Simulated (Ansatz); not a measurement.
# Response to strain in SiC

Start from SiC in the wurtzite structure (space group P6_3mc, No. 186; a = 3.092 Å, c = 5.074 Å). Axes: x lies along a and z along c of the hexagonal cell.

Strains are applied to the cell and any free atomic positions relax; under biaxial strain the out-of-plane vector relaxes too.

Level of theory: PBE, PAW, 420 eV (Ansatz, an electronic-structure program; no spin-orbit coupling), earlier PAW set.

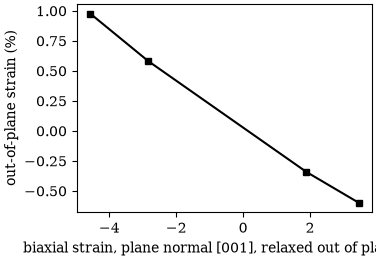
Fig. 1. Out-of-plane strain against biaxial strain, plane normal [001], relaxed out of plane

| biaxial strain, plane normal [001], relaxed out of plane (%) | out-of-plane strain |
|---|---|
| -4.57 | +0.98 % |
| -2.84 | +0.58 % |
| 1.89 | -0.34 % |
| 3.46 | -0.60 % |

No phonon test of stability was made.
